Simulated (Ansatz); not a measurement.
**LiBe (Pm-3m): comparison of functionals at one structure in Python**

How far apart do the functionals lie for LiBe (Pm-3m) at one structure? A script is to give a comparison of functionals at one structure; the system is LiBe (Pm-3m).

Program: Ansatz 0.2.0, driven from Python. The levels of theory stand in the script. These are calculated values, not measurements.

## Step 1: The system

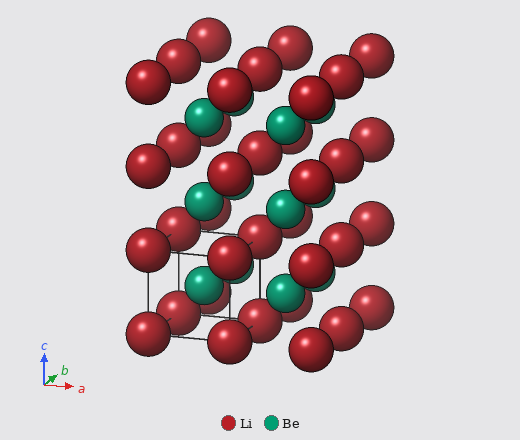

The starting structure, viewed slightly off an axis; lithium red, beryllium teal. 2×2×3 cells are drawn. Atoms on cell faces are repeated.

The script reads libe.xyz:

```xyz
2
Lattice="2.811153 0.0 0.0 0.0 2.811153 0.0 0.0 0.0 2.811153" Properties=species:S:1:pos:R:3 pbc="T T T"
Li    0.00000000    0.00000000    0.00000000
Be    1.40557650    1.40557650    1.40557650
```

## Step 2: Script

libe_xc.py reads:

```python
import warnings

import ansatz as az

K_SPACING = 0.26
SMEARING_WIDTH = 0.1


def main() -> None:
    warnings.simplefilter("ignore", az.DeckWarning)

    structure = az.Crystal.from_extxyz("libe.xyz")

    base = structure.calculation()
    base = base.kpoints(spacing=K_SPACING).occupations(az.OccupationsMethod.FERMI_DIRAC, width=SMEARING_WIDTH)
    base = base.forces().stress()

    rows = []
    for value in ["lda", "pbe", "blyp", "rpbe"]:
        data = base.functional(value).run(threads=1).report
        rows.append((value, data["free_energy_ev"] / len(data["lattice"]["sites"]), data["n_iterations"], sum(data["stress_gpa"][i][i] for i in range(3)) / 3, max(abs(f) for row in data["forces_ev_ang"] for f in row), data["n_kpoints"]))

    print("  functional   F/atom (eV)    iterations       P (GPa)  max force (eV/A)      k-points")
    for row in rows:
        print(f"{str(row[0]):>12s}  {row[1]:12.5f}  {row[2]:12d}  {row[3]:12.3f}  {row[4]:16.4f}  {row[5]:12d}")


if __name__ == "__main__":
    main()
```

## Step 3: The input behind the calls

The package turns the script's settings into the engine's input (first run):

```yaml
crystal:
  lattice:
    - [2.811153, 0.0, 0.0]
    - [0.0, 2.811153, 0.0]
    - [0.0, 0.0, 2.811153]
  atoms:
    - { symbol: Li, position: [0.0, 0.0, 0.0] }
    - { symbol: Be, position: [0.5, 0.5, 0.5] }
kpoints:
  mp_grid:
    kspacing: 0.26
hamiltonian:
  xc: lda
scf:
  occupations:
    method: fermi_dirac
    width: 0.1
output:
  forces: true
  stress: true
```

## Step 4: Launch

Run with:

```console
$ python libe_xc.py
```

Log:

```text
  functional   F/atom (eV)    iterations       P (GPa)  max force (eV/A)      k-points
         lda    -144.57217             6        -2.678            0.0000            35
         pbe    -148.35448             6         0.403            0.0000            35
        blyp    -148.59668             6         1.063            0.0000            35
        rpbe    -149.17796             6         2.246            0.0000            35
```

Wall time 1.5 s (1 thread of Intel Xeon 6975P-C (Granite Rapids), shared host); peak memory 0.35 GiB.

## Step 5: What changed from run to run

The engine's inputs for the other runs:

Run 2, against run 1:

```diff
@@ -13 +13 @@
-  xc: lda
+  xc: pbe
```

Run 3, against run 1:

```diff
@@ -13 +13 @@
-  xc: lda
+  xc: blyp
```

Run 4, against run 1:

```diff
@@ -13 +13 @@
-  xc: lda
+  xc: rpbe
```

Lines on the test bed's own set-up are left out of the output.

## Step 6: The runs side by side

One row for each of the 4 runs:

| run | functional | energy (eV/atom) | pressure (GPa) | SCF cycles | CPU time (s) |
| --- | --- | --- | --- | --- | --- |
| 1 | lda | -144.5722 | -2.68 | 6 | 0.25 |
| 2 | pbe | -148.3545 | 0.40 | 6 | 0.26 |
| 3 | blyp | -148.5967 | 1.06 | 6 | 0.29 |
| 4 | rpbe | -149.1780 | 2.25 | 6 | 0.26 |

Energies are free energies F = E - TS of the smeared occupations. Totals under unlike functionals or potentials can't be compared directly.

## Step 7: What came out

| quantity | value |
| --- | --- |
| runs compared | 4 |
| pressure at this cell | -2.7 (lda) to 2.2 GPa (rpbe) |

What this shows: From lowest to highest: LDA (-2.7 GPa), PBE (0.4 GPa), BLYP (1.1 GPa) and RPBE (2.2 GPa). At a fixed cell a lower pressure usually means a smaller equilibrium volume, so LDA prefers the smallest cell and RPBE the largest. Reading the output:
- For a metal this k-point mesh is coarse: on a finer one energies can move by several to tens of meV an atom and pressures by half a GPa or more, differences at one mesh by less.
- Forces vanish by symmetry here and test nothing.
- Pressure is positive in compression.
- This cell is a computed structure, which may not be the phase found in nature.
- Total energies of different functionals can't be compared; pressures, moments and gaps at this one structure can.
